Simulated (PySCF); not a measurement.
**C₃H₈Cl₃NTi (Ti(NMeEt)Cl3): density, localisation and related maps**

```yaml
atoms:
  - { symbol: Ti, position_ang: [0.3284, 0.2297, -1.9894] }
  - { symbol: N, position_ang: [-0.2122, 0.3198, -0.2632] }
  - { symbol: C, position_ang: [0.1185, 1.5831, 0.3578] }
  - { symbol: C, position_ang: [-0.8433, -0.6881, 0.5693] }
  - { symbol: C, position_ang: [0.1457, -1.4272, 1.4571] }
  - { symbol: H, position_ang: [-0.7978, 2.1129, 0.6729] }
  - { symbol: H, position_ang: [0.7798, 1.4429, 1.2298] }
  - { symbol: H, position_ang: [0.6513, 2.2381, -0.3510] }
  - { symbol: H, position_ang: [-1.6233, -0.1945, 1.1781] }
  - { symbol: H, position_ang: [-1.3551, -1.4035, -0.0903] }
  - { symbol: H, position_ang: [-0.3808, -2.1705, 2.0740] }
  - { symbol: H, position_ang: [0.8907, -1.9535, 0.8423] }
  - { symbol: H, position_ang: [0.6801, -0.7450, 2.1347] }
  - { symbol: Cl, position_ang: [2.5188, 0.4438, -1.9984] }
  - { symbol: Cl, position_ang: [-0.6261, 1.9061, -3.0413] }
  - { symbol: Cl, position_ang: [-0.3090, -1.7278, -2.7159] }
```

Geometry: PBE0-D3(BJ)/def2-SVP.

Method: CAM-B3LYP/def2-SVPD, SCF density, gas phase (PySCF 2.14.0).

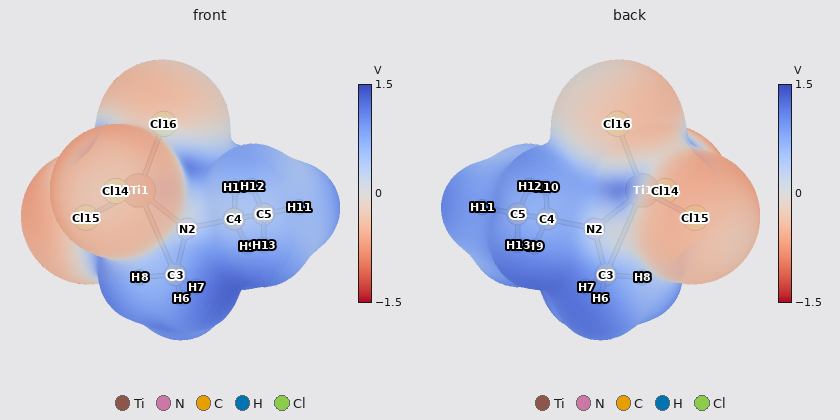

Figure 1. The electrostatic potential painted on the density surface at 0.002 e/bohr³, seen from the front and from behind; red is negative and blue positive.

Describe the electrostatic potential map.

The most negative region (about −0.6 V) lies over Cl14 and Cl15, the most positive (about +1.3 V) over Ti1, H7 and H13.

What dipole moment does the calculation give?

Its dipole moment is 4.44 D.

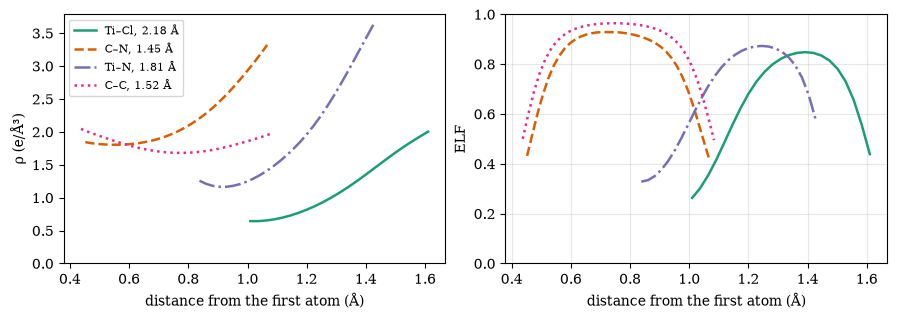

Figure 2. Electron density and ELF along straight lines between neighbouring atoms. The curves leave out the atomic cores.

Compare the contacts.

Ti–Cl (2.18 Å): ρ at the midpoint is about 0.67 e/Å³; the ELF peaks at about 0.85 in the valence shell of Cl, 0.8 Å from its nucleus, and is about 0.40 at the midpoint.
C–N (1.45 Å): ρ is about 1.9 e/Å³ halfway; the ELF peaks at about 0.95 between the atoms: localised, covalent bonding.
Ti–N (1.81 Å): the density is about 1.2 e/Å³ at the midpoint; the ELF peaks at about 0.85 in the valence shell of N, 0.6 Å from its nucleus, and is about 0.40 at the midpoint.
C–C (1.52 Å): ρ at the midpoint is about 1.7 e/Å³; the ELF peaks at about 0.95 between the atoms, as expected for a covalent bond.
